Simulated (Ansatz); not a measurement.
# Phonons of N (P6_3/mmc), part 2 of 2

The plan: relax N (P6_3/mmc), check its phonons, and, if the lattice is stable, compute its Eliashberg function and ρ(T).

Ansatz 0.2.0; DFT LDA, scalar-relativistic, plane waves, PAW.

So far. Step 2 (Relaxing cell and atoms): The largest force is now zero by symmetry and the largest stress component 0.012 GPa. Step 3 (Relaxing tightly for phonons): The largest force is now zero by symmetry and the largest stress component 0.0055 GPa, small enough for phonons. The relaxed cell has a = 2.510, c = 2.398 Å (conventional setting).

## 4. Phonons: q 2×2×2, k 8×8×6

Before any scattering is computed, the phonons show whether the structure is a minimum.

Contents of input.yaml:

```yaml
crystal:
  lattice:
    - [2.510498578, 0.0, 0.0]
    - [-1.255249289, 2.1741555447, 0.0]
    - [0.0, 0.0, 2.3983736727]
  atoms:
    - { symbol: "N", position: [0.6666666667, 0.3333333333, 0.25] }
    - { symbol: "N", position: [0.3333333333, 0.6666666667, 0.75] }
kpoints:
  mp_grid: { grid: [8, 8, 6] }
hamiltonian:
  xc: lda
scf:
  occupations: { method: methfessel_paxton, width: 0.2 }
output:
  eigenvalues: true
phonons:
  method: dfpt
  qmesh: [2, 2, 2]
  temperatures: { t_max: 1000, t_step: 50 }
  qpath:
    path:
      - [[0.0, 0.0, 0.0], [0.5, 0.0, 0.0], [0.33333333, 0.33333333, 0.0], [0.0, 0.0, 0.0], [0.0, 0.0, 0.5], [0.5, 0.0, 0.5], [0.33333333, 0.33333333, 0.5], [0.0, 0.0, 0.5]]
      - [[0.5, 0.0, 0.5], [0.5, 0.0, 0.0]]
      - [[0.33333333, 0.33333333, 0.5], [0.33333333, 0.33333333, 0.0]]
    npoints: 10
```

Launch:

```bash
ansatz run input.yaml --threads 4 --pin off --max-ram 10240MiB --backend cpu --events-out ev --progress --plain --runs-dir out
```

Numbers of over 12 decimals in the logs are rounded to 6 here.

The program printed:

```text
[...]
Crystal: 2 atoms, lattice volume = 13.091 Å³
Basis set: ecut = 420 eV, 255 PW (Γ), exchange–correlation on 36×36×36 points (8 copies of the dense FFT grid, shifted against one another)
Bands: 9, of which v1, the nominal top of the filled ones, is band 5 counted from 1 (4 counted from 0)
Symmetry: 24 space group operations
k-points: 40 of 384
[...]
SCF iter   1: F=—  HF=-740.873077 eV  |F-HF|=—  |Δ(HF+E_count)|=         —  Δρ=1.16e-2  dr2=7.86e-3  ethr=1.77e-3  ⟨swp⟩=4.7  Hψ=2155  notcnv=0
[...]
SCF iter   6: F=-740.871013 eV  HF=-740.871013 eV  |F-HF|=5.68e-13  |Δ(HF+E_count)|=  6.62e-11  S|Δr|=    0.00e0  Δρ=1.77e-7  dr2=7.08e-13  ethr=1.00e-12  ⟨swp⟩=5.0  Hψ=1306  notcnv=0
SCF 1 converged in 6 iterations: F = -740.871013 eV  dr2 = 7.08e-13
[...]
NSCF: frozen V_eff on 40 k-points
[...]
DFPT response loops at q = (0, 0, 0) (fractional): preconditioner auto → Kerker (q_TF=auto, 2.609 Å⁻¹) (partly filled bands, converged f_vac=0.000); β = 1.00, the filter's whole step (`scf.mixing.beta` (0.50) is not read by the response loops under this deck's `scf.mixing.preconditioner`; to damp them name `kerker` or `kerker_dos`, under which they read `scf.mixing.beta`, and type it under 1.00, their step now; both keys bind the ground state too); Broyden in place of MSR1
[...]
SCF converged after 6 iterations
Stability not checked: this state was not tested for a lower state beside it, because cold or Methfessel-Paxton smearing, or corrected tetrahedra, fill the levels in a way that the test cannot read (fill_not_monotonic; see scf.lower_state_search)
Free energy (F): -740.871013 eV
[...]
Internal energy: -740.872525 eV  (E = F + TS)
E sigma→0 (E₀):  -740.871391 eV
Entropy (-TS):   0.001512 eV (0.756 meV/atom)
Fermi energy:    10.617841 eV
[...]
--- Band table (eV; the first three rows and the last of 40) ---
[...]
--- Phonons (Γ-DFPT): 2 representative perturbations + reference (Σ response iterations 6) ---
  ASR residual: 2.089e-5 → 0.000e0 eV/Å²; symmetrization residual: 7.905e-14 eV/Å²
  ASR residual per site (eV/Å²): 2.09e-5 2.09e-5
  Γ frequencies (cm⁻¹): -984.70 -346.65 -346.65 0.00 0.00 0.00
--- Phonons (arbitrary-q DFPT): 4 irreducible q on the 2×2×2 mesh ---
  q = [0.0000, 0.0000, 0.0000] (star 1, of the zone-centre solve; hermiticity 1.14e-15, symmetrization 3.17e-15): -984.70 -346.65 -346.65 -0.00 -0.00 0.00
  q = [0.0000, 0.0000, -0.5000] (star 1, 2 solved perturbations in 124 linear systems a pass and spin channel, the states on 84 of 384 k-point pairs; hermiticity 2.29e-12, symmetrization 1.15e-12): -232.45 -232.45 -232.45 -232.45 690.24 690.24
  q = [0.0000, -0.5000, 0.0000] (star 3, 3 solved perturbations on 84 of 384 k-point pairs; hermiticity 4.35e-14, symmetrization 1.14e-14): -644.90 -556.31 -200.99 339.59 473.26 593.74
[...]
sum rule: each row above includes the acoustic sum rule's correction from the zone centre's row sums; it moved no ω² by more than (0.64 cm⁻¹)²
  mesh force constants: q→R imaginary residual 6.59e-17; ASR residual 2.089e-5 → 0.000e0 eV/Å²; symmetrization residual 3.109e-15 eV/Å²
  interpolated dispersion: 93 rows × 6 modes
  density of states and harmonic sums: on the 28×28×26 q-mesh, interpolated from the force constants of a 2×2×2 supercell (no non-analytic term)
  largest difference from the sums on the solved wave vectors: F 9.05e-2 eV, S 1.41e-4 and C_V 5.44e-5 eV/K
  zero-point energy: 0.070558 eV/cell   skipped modes (ω ≤ 0): 3719, of them read as no rigid motion or as one in doubt: 3716 (3.279e0 modes/cell left out, lowest -984.70 cm⁻¹)   left out of the sums: 5.47e-1 of the cell's modes: C_V's classical limit lies that fraction below 3 k_B per atom; for a crystal, a wire or a layer, F and S can be off by more, and a phonons.interpolated_qmesh denser along its periods is the remedy for the sampling
```

The job ended after 2.7 s (4 threads of Arm Neoverse V1, shared host; peak memory 0.31 GiB; 9.1 s of CPU time).

The column dr2 measures how far the density is from self-consistency, as an energy; F and HF (Harris–Foulkes) agree once it is small.

This step gave:

```
share of imaginary modes in the plain interpolation between solved wavevectors : 0.5461
highest frequency, solved or plainly interpolated                              : 732.6 cm⁻¹
```

Solved on the 2×2×2 mesh alone; all other wavevectors are interpolated. Phonon branches along the path, in cm⁻¹:

```csv
point,branch 1,branch 2,branch 3,branch 4,branch 5,branch 6
Γ,-985,-347,-347,0,0,0
M,-645,-556,-201,340,473,594
K,-443,-443,-304,339,339,568
Γ,-985,-347,-347,0,0,0
A,-232,-232,-232,-232,690,690
L,-752,-752,-221,-221,539,539
H,-802,-802,-227,-227,533,533
A,-232,-232,-232,-232,690,690
jump to L,-752,-752,-221,-221,539,539
M,-645,-556,-201,340,473,594
jump to H,-802,-802,-227,-227,533,533
K,-443,-443,-304,339,339,568
```

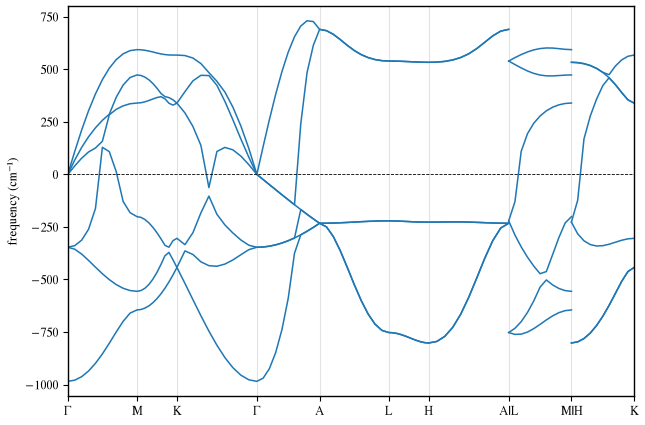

Phonon branches along the path.

Among the solved wavevectors the lowest mode, translations apart, is -985 cm⁻¹, imaginary.

## 5. Lattice stability: q 3×3×3, k 12×12×9

An imaginary mode on so few k-points may come from the sampling, so the phonons are repeated with another q and k mesh.

Changes to input.yaml since step 4:

```diff
@@ -9,3 +9,3 @@
 kpoints:
-  mp_grid: { grid: [8, 8, 6] }
+  mp_grid: { grid: [12, 12, 9] }
 hamiltonian:
@@ -18,3 +18,3 @@
   method: dfpt
-  qmesh: [2, 2, 2]
+  qmesh: [3, 3, 3]
   temperatures: { t_max: 1000, t_step: 50 }
```

The program printed:

```text
[...]
Crystal: 2 atoms, lattice volume = 13.091 Å³
Basis set: ecut = 420 eV, 255 PW (Γ), exchange–correlation on 36×36×36 points (8 copies of the dense FFT grid, shifted against one another)
Bands: 9, of which v1, the nominal top of the filled ones, is band 5 counted from 1 (4 counted from 0)
Symmetry: 24 space group operations
k-points: 95 of 1296
[...]
SCF iter   1: F=—  HF=-740.827613 eV  |F-HF|=—  |Δ(HF+E_count)|=         —  Δρ=1.13e-2  dr2=7.75e-3  ethr=1.77e-3  ⟨swp⟩=4.7  Hψ=5137  notcnv=0
[...]
SCF iter   6: F=-740.825591 eV  HF=-740.825591 eV  |F-HF|=7.96e-13  |Δ(HF+E_count)|=  7.95e-11  S|Δr|=    0.00e0  Δρ=1.87e-7  dr2=8.35e-13  ethr=1.00e-12  ⟨swp⟩=5.1  Hψ=3130  notcnv=0
SCF 1 converged in 6 iterations: F = -740.825591 eV  dr2 = 8.35e-13
[...]
SCF converged after 6 iterations
[...]
Free energy (F): -740.825591 eV
[...]
Internal energy: -740.821566 eV  (E = F + TS)
E sigma→0 (E₀):  -740.824584 eV
Entropy (-TS):   -0.004025 eV (-2.012 meV/atom)
Fermi energy:    10.501670 eV
[...]
--- Band table (eV; the first three rows and the last of 95) ---
[...]
ASR residual: 3.444e-5 → 0.000e0 eV/Å²; symmetrization residual: 6.217e-14 eV/Å²
  ASR residual per site (eV/Å²): 3.44e-5 3.44e-5
  Γ frequencies (cm⁻¹): -1202.02 -586.91 -586.91 0.00 0.00 0.00
--- Phonons (arbitrary-q DFPT): 6 irreducible q on the 3×3×3 mesh ---
[...]
interpolated dispersion: 93 rows × 6 modes
[...]
```

Run time: 15 s. Hardware: 4 threads; peak memory 0.47 GiB; 56 s of CPU time.

This step gave:

```
share of imaginary modes in the plain interpolation between solved wavevectors : 0.5235
highest frequency, solved or plainly interpolated                              : 736.1 cm⁻¹
```

Solved on the 3×3×3 mesh alone; all other wavevectors are interpolated. The phonon branches at the labelled points (cm⁻¹):

```csv
point,branch 1,branch 2,branch 3,branch 4,branch 5,branch 6
Γ,-1202,-587,-587,0,0,0
M,-725,-711,-88,350,362,535
K,-665,-393,-393,395,395,512
Γ,-1202,-587,-587,0,0,0
A,-565,-565,-565,-565,732,732
L,-704,-704,-230,-230,564,564
H,-868,-868,353,353,458,458
A,-565,-565,-565,-565,732,732
jump to L,-704,-704,-230,-230,564,564
M,-725,-711,-88,350,362,535
jump to H,-868,-868,353,353,458,458
K,-665,-393,-393,395,395,512
```

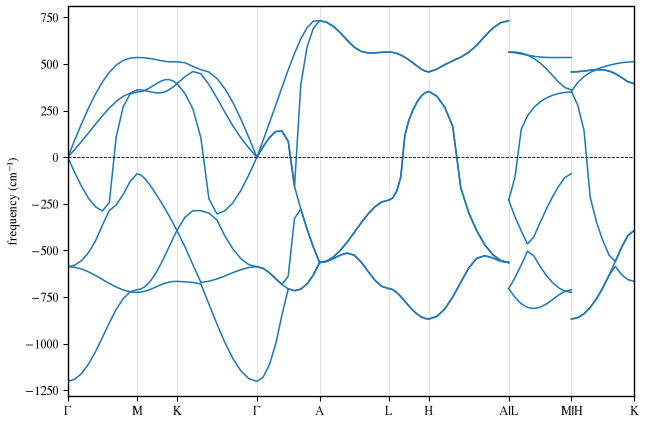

Phonon branches along the path.

The modes, N has structure finer than the step of the table below, so its rows give means over 100 cm⁻¹, whole bins alone (the curve runs from -1212 to 768 cm⁻¹). Peaks (cm⁻¹: height): -838.4: 0.00593, -651.6: 0.00838, -278.0: 0.00419, 519.1: 0.0133.

Phonopy on the run's constants, 21x21x21 mesh, Gaussian sigma 14.1 cm⁻¹. Table of modes, N by wavenumber; means over each step:

```csv
wavenumber (cm⁻¹),"modes, N (1/cm⁻¹/cell)"
-1100,2.2e-4
-1000,4.6e-4
-900,0.00210
-800,0.00466
-700,0.00527
-600,0.00530
-500,0.00315
-400,0.00258
-300,0.00329
-200,0.00300
-100,0.00118
0,3.9e-4
100,0.00146
200,0.00329
300,0.00500
400,0.00602
500,0.0100
600,0.00220
700,3.5e-4
```

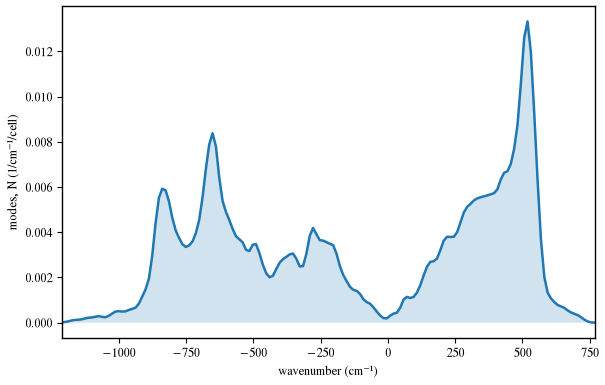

Modes, N, plotted against wavenumber.

No LO-TO term; unit eigenvectors of the mass-weighted matrix. Modes at Γ (negative means imaginary):

```csv
mode,frequency (cm⁻¹),symmetry
1,-1202.0,B1g
2,-586.9,E2g
3,-586.9,E2g
4,0.0,unnamed
5,0.0,unnamed
6,0.0,unnamed
```

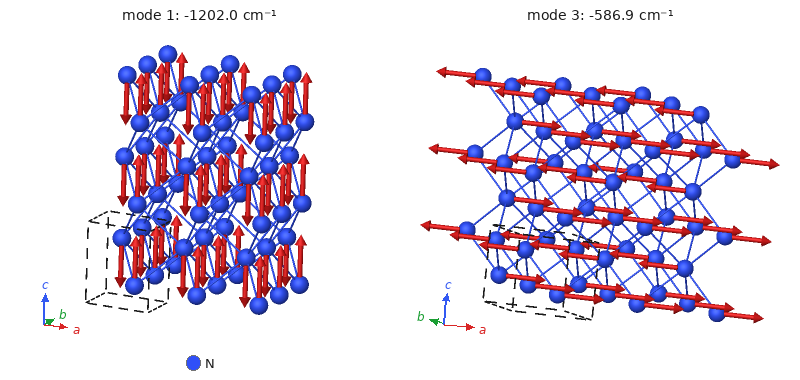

Displacement patterns of modes 1 and 3 at Γ; arrows are exaggerated. 3×3×3 cells are drawn.

Among the solved wavevectors the lowest mode, translations apart, is -1202 cm⁻¹, imaginary.

## 6. Electron–phonon run: q 3×3×3, k 12×12×9, scattering 18×18×16

Phonons, couplings and the Boltzmann equation in one run.

Changes to input.yaml since step 5:

```diff
@@ -26 +26,4 @@
     npoints: 10
+  electrical_resistivity:
+    mesh: [18, 18, 16]
+    temperatures: [20.0, 50.0, 77.0, 100.0, 150.0, 200.0, 300.0, 400.0, 600.0, 800.0]
```

The program printed:

```text
[the first part of the log is left out]
  E_vxc        = -148.251363  (∫ρ·V_xc dr)
  E_paw        = -231.835061  (= ΣΔE_a)
  E_vpaw       = -35.330265  (= ΣTr[D̂ρ^β])
  E_aug_tail   = 0.000131  (compensation charges beyond the density's cutoff)
  E_ewald      = -544.597222
  E_core_change = 0.160088  (= ΣΔE_core)
  E_smearing   = -0.004025  (= −TS)
  E_closure    = -0.000000  (closes the sum)
  Σ components = -740.825591   (vs F -740.825591, Δ=0.00e0)
--- Band table (eV; the first three rows and the last of 95) ---
  k-point 0: bands = ["-11.8529", "5.4825", "5.7577", "7.8791", "7.8791", "13.2888", "13.2888", "16.7525", "24.8895"]
  k-point 1: bands = ["-11.5917", "2.9118", "7.8047", "8.0671", "8.0671", "13.2098", "13.2098", "16.4637", "25.9232"]
  k-point 2: bands = ["-10.8117", "-0.0321", "8.6136", "8.6136", "9.4485", "12.9298", "12.9298", "15.6742", "28.5827"]
  k-point 94: bands = ["-2.0190", "-2.0190", "1.9726", "1.9726", "5.3757", "7.5783", "16.5420", "16.5420", "30.2254"]
--- Phonons (Γ-DFPT): 2 representative perturbations + reference (Σ response iterations 8) ---
  ASR residual: 3.626e-5 → 0.000e0 eV/Å²; symmetrization residual: 6.217e-14 eV/Å²
  ASR residual per site (eV/Å²): 3.63e-5 3.63e-5
  Γ frequencies (cm⁻¹): -1202.02 -586.91 -586.91 0.00 0.00 0.00
--- Phonons (arbitrary-q DFPT): 6 irreducible q on the 3×3×3 mesh ---
  q = [0.0000, 0.0000, 0.0000] (star 1, of the zone-centre solve; hermiticity 7.64e-16, symmetrization 1.53e-15): -1202.02 -586.91 -586.91 -0.00 -0.00 0.00
  q = [0.0000, 0.0000, 0.3333] (star 2, 2 solved perturbations in 558 linear systems a pass and spin channel, the states on 387 of 1296 k-point pairs; hermiticity 7.42e-13, symmetrization 1.75e-13): -712.24 -712.24 -239.22 -239.22 265.90 610.60
  q = [0.0000, 0.3333, 0.0000] (star 6, 3 solved perturbations on 390 of 1296 k-point pairs; hermiticity 1.59e-9, symmetrization 2.85e-15): -838.43 -689.99 -268.63 -104.70 288.56 483.12
  q = [0.0000, 0.3333, 0.3333] (star 12, 3 solved perturbations on 702 of 1296 k-point pairs; hermiticity 7.92e-9, symmetrization 1.86e-15): -816.31 -538.91 -128.70 197.72 482.40 503.97
  q = [0.3333, 0.3333, 0.0000] (star 2, 2 solved perturbations in 545 linear systems a pass and spin channel, the states on 390 of 1296 k-point pairs; hermiticity 3.80e-10, symmetrization 3.31e-10): -665.35 -392.56 -392.56 394.86 394.86 512.43
  q = [0.3333, 0.3333, 0.3333] (star 4, 2 solved perturbations in 981 linear systems a pass and spin channel, the states on 702 of 1296 k-point pairs; hermiticity 5.46e-9, symmetrization 2.13e-9): -791.19 -791.19 -265.64 461.36 468.35 468.35
  sum rule: each row above includes the acoustic sum rule's correction from the zone centre's row sums; it moved no ω² by more than (0.84 cm⁻¹)²
  mesh force constants: q→R imaginary residual 0.00e0; ASR residual 3.626e-5 → 0.000e0 eV/Å²; symmetrization residual 5.329e-15 eV/Å²
  interpolated dispersion: 93 rows × 6 modes
  density of states and harmonic sums: on the 30×30×27 q-mesh, interpolated from the force constants of a 3×3×3 supercell (no non-analytic term)
  largest difference from the sums on the solved wave vectors: F 2.97e-2 eV, S 5.28e-5 and C_V 2.22e-5 eV/K
  zero-point energy: 0.070289 eV/cell   skipped modes (ω ≤ 0): 4045, of them read as no rigid motion or as one in doubt: 4042 (3.145e0 modes/cell left out, lowest -1202.02 cm⁻¹)   left out of the sums: 5.24e-1 of the cell's modes: C_V's classical limit lies that fraction below 3 k_B per atom; for a crystal, a wire or a layer, F and S can be off by more, and a phonons.interpolated_qmesh denser along its periods is the remedy for the sampling
Error: electrical resistivity: the mode of lowest frequency at the wavevector [0.0000, 0.0000, 0.0000] is imaginary, -1202.02 cm⁻¹ (written negative): the force constants describe an unstable lattice; relax the structure, enlarge phonons.supercell (under dfpt, kpoints.mp_grid), or, with a block electrical_resistivity or superconductivity, name a file of force constants under which the crystal is stable (phonons.electron_phonon_force_constants)
The harmonic force constants that this run solved are whole in <dir>
```

Elapsed: 17 s, on 4 threads; peak memory 0.48 GiB.

The run ended with an error.

The program's message: “electrical resistivity: the mode of lowest frequency at the wavevector [0.0000, 0.0000, 0.0000] is imaginary, -1202.02 cm⁻¹ (written negative): the force constants describe an unstable lattice; relax …”

The run stops because a mode is imaginary on the scattering mesh, where no scattering rate is defined; denser k meshes, other smearings and, between solved wavevectors, finer q meshes show whether the instability is real.

## 7. Outcome

| Property | Result |
| --- | --- |
| phonon run of the rows without a label of their own | LDA, q 3×3×3, k 12×12×9 |
| softest mode on the q mesh | -1202 cm⁻¹ at q = (0, 0, 0) |
| highest frequency, solved or plainly interpolated | 736 cm⁻¹ |

What this shows: The lattice is dynamically unstable at this level: a mode at q = (0, 0, 0) is imaginary, 1202i cm⁻¹, so no harmonic coupling constant or resistivity is defined for this structure. These meshes are coarse, and single modes of a metal can move by tens of cm⁻¹ with the k mesh.

[Logs are printed without paths, hosts, clocks, repeated set-up lines and the standing remarks that a program may print on its own settings, such as how far it seeks lower states.]

[Hosts, paths, dates, database ids (printed as entryN), source tags and the programs' standing remarks are cut or masked in the printed files.]
